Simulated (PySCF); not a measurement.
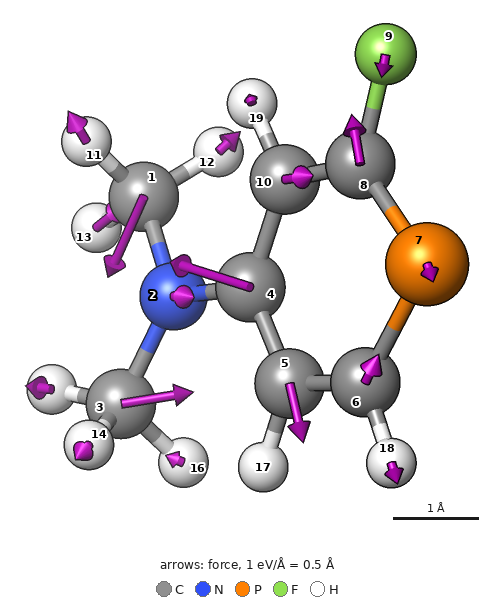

Starting geometry of C7H9FNP with the computed forces as purple arrows. The picture is a ball-and-stick view, seen from a free direction.

The start comes from GFN2-xTB. Its atoms were then displaced at random by about 0.01 Å.

Theory: PBE0-D3(BJ)/def2-SVP geometry optimisation, gas phase in PySCF. 

### What follows when this structure is relaxed?

It isn't relaxed: the largest force vector, on a C atom, is 2.98 eV/Å. The final displacements have little in common with the starting forces (cosine between the two patterns 0.10). The largest moves after the best rigid fit, 0.33 Å, are those of H atoms. By element the largest moves are H 0.33 Å, C 0.13 Å, F 0.13 Å, P 0.01 Å, N 0.01 Å. Some distances before and after: C–H 1.143 → 1.096 Å, C–C 1.380 → 1.416 Å, C–N 1.406 → 1.370 Å, C–H 1.080 → 1.104 Å. Bond angles that change, for instance: H–C–H 111.3° → 107.7°, N–C–H 106.9° → 109.3°, C–C–C 121.4° → 123.7°. Over 13 geometry steps the energy falls by 19.5 kJ/mol.
